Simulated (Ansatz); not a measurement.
Input file:

```
crystal:
  periodic: [false, false, false]
  atoms:
    - { symbol: Si, position_ang: [-1.1505, -1.4736, -0.6267] }
    - { symbol: C, position_ang: [-0.2203, -0.7784, 0.7778] }
    - { symbol: Si, position_ang: [1.3979, -0.25, 0.0569] }
    - { symbol: O, position_ang: [1.4816, 1.0316, -0.8536] }
    - { symbol: Si, position_ang: [0.7704, 2.4207, -0.5855] }
    - { symbol: H, position_ang: [-1.4844, -0.3717, -1.6595] }
    - { symbol: H, position_ang: [-0.4741, -2.5658, -1.2856] }
    - { symbol: H, position_ang: [-2.4637, -1.9204, -0.1491] }
    - { symbol: H, position_ang: [-0.0578, -1.5423, 1.5694] }
    - { symbol: H, position_ang: [-0.7195, 0.0571, 1.3028] }
    - { symbol: H, position_ang: [2.3683, -0.0152, 1.2119] }
    - { symbol: H, position_ang: [-0.24925, 2.76488, -1.58895] }
    - { symbol: H, position_ang: [1.73144, 3.55016, -0.62177] }
basis:
  gaussian: { orbitals: def2-SVP }
hamiltonian:
  xc: pbe0
relax:
  f_tol: 0.015
  max_steps: 40
output:
  orbitals: {}
```

Run with:

```sh
ansatz run input.yaml --threads 2 --pin off --max-ram 3072MiB --backend cpu --events-out ev --progress --plain --runs-dir out
```

The fields are those of the relaxed geometry.

Computed with RKS PBE0/def2-SVP (Ansatz).

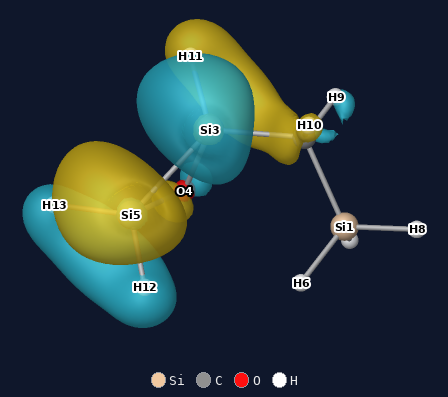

CH$_{8}$OSi$_{3}$ (SMILES [SiH3]C[SiH]1O[SiH2]1). One frontier orbital at ±0.1 Å⁻³ᐟ² (yellow and cyan are the two phases), seen across its widest extent.

> Which orbital is it: HOMO or LUMO?

The LUMO, at −0.56 eV. It lies mainly on Si5 (about 40 %) and Si3 (about 30 %).
